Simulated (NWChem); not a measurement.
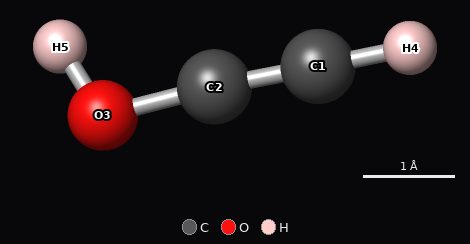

Fig. 1: The structure (ball-and-stick view, seen at an oblique angle; atoms are numbered from 1 in the order of the input). Bond lengths as drawn: C–C 1.20 Å, C–H 1.06 Å, C–O 1.30 Å and H–O 0.96 Å.

## Energy and gradient calculation, with input and output: C₂H₂O

The run: energy and gradient calculation of C₂H₂O. Method and program: r2SCAN/cc-pVTZ, RKS (NWChem 7.3.0).

The geometry comes from this level: PBE0-D4/def2-TZVP.

### Input
```python
from ase import Atoms
from ase.calculators.nwchem import NWChem

system = Atoms(['C', 'C', 'O', 'H', 'H'], positions=[
    [-1.027960, 0.038650, -0.424070],
    [0.009820, -0.053000, 0.166870],
    [1.097770, -0.176120, 0.869910],
    [-1.945390, 0.121870, -0.953240],
    [1.865760, 0.068610, 0.340550],
])

calc = NWChem(
    label='geom',
    theory='dft',
    memory='2200 mb',
    basis='cc-pVTZ',
    basispar='spherical bse',
    dft={'xc': 'r2scan', 'mult': '1', 'grid': 'fine', 'convergence': 'energy 1e-08', 'iterations': '100', 'mulliken': None},
)
system.calc = calc

forces = system.get_forces()
print("Total energy (eV):", round(system.get_potential_energy(), 6))
print("forces (eV/A):")
for s, f in zip(system.symbols, forces):
    print(f"{s:2s} {f[0]:10.5f} {f[1]:10.5f} {f[2]:10.5f}")
print("dipole (e A):", system.get_dipole_moment().round(4))
```

### File geom.nwi
```
title "geom"

permanent_dir geom

scratch_dir geom

start geom

geometry units angstrom nocenter noautosym noautoz
  C  -1.0279600000000000e+00 3.8649999999999997e-02 -4.2407000000000000e-01
  C  9.8200000000000006e-03 -5.2999999999999999e-02 1.6686999999999999e-01
  O  1.0977699999999999e+00 -1.7612000000000000e-01 8.6990999999999996e-01
  H  -1.9453900000000000e+00 1.2187000000000001e-01 -9.5323999999999998e-01
  H  1.8657600000000001e+00 6.8610000000000004e-02 3.4055000000000002e-01
end

memory 2200 mb

basis spherical bse noprint
   * library cc-pVTZ
end

dft
  xc r2scan
  mult 1
  grid fine
  convergence energy 1e-08
  iterations 100
  mulliken
end

task dft gradient
```

Run on 1 thread of Intel Xeon @ 2.50GHz (Skylake/Cascade Lake), 16 GiB of memory available, shared host.

Launch command:
```bash
export ASE_NWCHEM_COMMAND="nwchem PREFIX.nwi > PREFIX.nwo"
python run.py
```

### Output
```
Total energy (eV): -4150.139766
forces (eV/A):
C    -0.34977    0.02432   -0.17879
C     0.12789    0.01481   -0.00818
O     0.10012   -0.05214    0.19108
H     0.08140   -0.00854    0.05060
H     0.04031    0.02160   -0.05476
dipole (e A): [ 0.3198  0.0834 -0.1632]
```

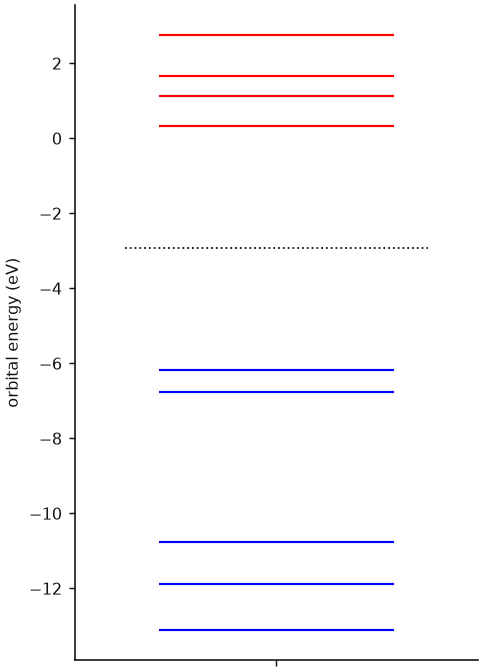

Fig. 2: Orbital energies near the frontier; the dotted line parts filled from empty levels, and levels within 0.02 eV of each other stand side by side. Highest filled −6.17 eV, lowest empty 0.34 eV, 6.51 eV apart.

### Summary

```json
{"quantity": "outcome", "value": "converged"}
{"quantity": "total energy", "value": "−152.514825 hartree"}
{"quantity": "basis functions", "value": "118"}
{"quantity": "largest force", "value": "0.394 eV/Å"}
{"quantity": "HOMO", "value": "−6.17 eV"}
{"quantity": "LUMO", "value": "0.34 eV"}
{"quantity": "dipole moment", "value": "1.77 D"}
{"quantity": "wall time", "value": "77 s"}
{"quantity": "peak memory", "value": "0.13 GiB"}
```
